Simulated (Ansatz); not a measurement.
**Energy landscape of AgAuCl₄**

4 relaxations of AgAuCl4 ended in 4 distinct structures. All values below come from r2SCAN (plane waves to 500 eV, PAW, scalar-relativistic; Ansatz, a quantum-chemistry and plane-wave program).

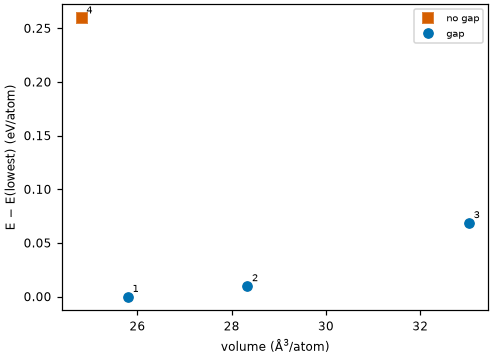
Fig. 1. Energy against volume of the distinct structures, numbered as in the table

| # | space group | Pearson | type | E − E(lowest) (eV/atom) | V (Å³/atom) | gap (eV, no SOC) | runs ending here |
|---|---|---|---|---|---|---|---|
| 1 | C2/c | mS24 | – | 0.000 | 25.80 | 0.88 | 1 |
| 2 | P2/c | mP12 | – | 0.010 | 28.33 | 0.97 | 1 |
| 3 | Cmmm | oS12 | – | 0.069 | 33.04 | 0.56 | 1 |
| 4 | I4₁/amd | tI24 | – | 0.26 | 24.82 | 0.00 | 1 |

C2/c, mS24 is the lowest among the structures calculated here.

```cif
data_Ag4Au4Cl16
_chemical_formula_sum 'Ag4 Au4 Cl16'
_space_group_name_H-M_alt 'C2/c'
_space_group_IT_number 15
_space_group_name_Hall '-C 2yc'
_cell_length_a 12.79790
_cell_length_b 4.13852
_cell_length_c 13.14785
_cell_angle_alpha 90.000
_cell_angle_beta 117.234
_cell_angle_gamma 90.000
loop_
_atom_site_label
_atom_site_type_symbol
_atom_site_symmetry_multiplicity
_atom_site_Wyckoff_symbol
_atom_site_fract_x
_atom_site_fract_y
_atom_site_fract_z
_atom_site_occupancy
Ag1 Ag 4 e 0.00000 0.49845 0.25000 1
Au1 Au 4 a 0.00000 0.00000 0.00000 1
Cl1 Cl 8 f 0.38521 0.46275 0.09317 1
Cl2 Cl 8 f 0.13306 0.31432 0.14794 1
```
(The calculation used a cell of 12 atoms; values per cell refer to that cell.)

Each run could gain symmetry but not lose that of its start, so entries can be saddle points. From databases, or of a type measured for this composition: C2/c, mS24; the others are generated cells (placed on structure types, drawn at random, substituted or restacked) that were not matched to a known phase here. Static energies at zero pressure. The runs use different k-meshes, so differences are rounded accordingly. No spin polarisation in the result. No Hubbard U is applied. Without spin-orbit coupling the bands of the heavy element are not split, so the gap can be far off. Gaps of cells over 8 atoms come from the SCF mesh and high-symmetry points alone.
